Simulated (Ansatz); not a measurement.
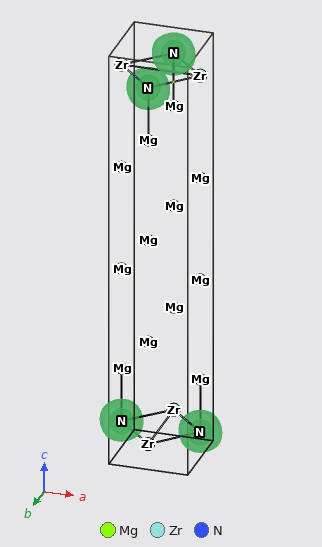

Mg$_{3}$ZrN. Isosurface of the ELF at 0.75 (green), seen at an oblique angle. Core shells and regions of very low density are left out. Sticks mark near contacts.

Space group P4/nmm; a generated structure, not necessarily the stable one.

Level of theory: DFT r2SCAN, scalar-relativistic, plane waves, PAW in Ansatz 0.2.0.

Core electrons are frozen (PAW), and the valence fields are smoothed inside the atomic spheres.

**Identify the bonds, lone pairs and shells in this picture.**

At this value the surface marks out two regions wrapped around N (the valence shell of each), counted in one cell of 10 atoms. Regions shared between cells count once.

Values along the shortest contacts:
Zr–N (2.23 Å): the ELF peaks at about 0.80 in the valence shell of N, 0.6 Å from its nucleus, and drops to about 0.20 between the two atoms; no localised pair shows between them. Mg–N (2.28 Å): the ELF peaks at about 0.80 in the valence shell of N, 0.6 Å from its nucleus, and is about 0.35 at the midpoint.
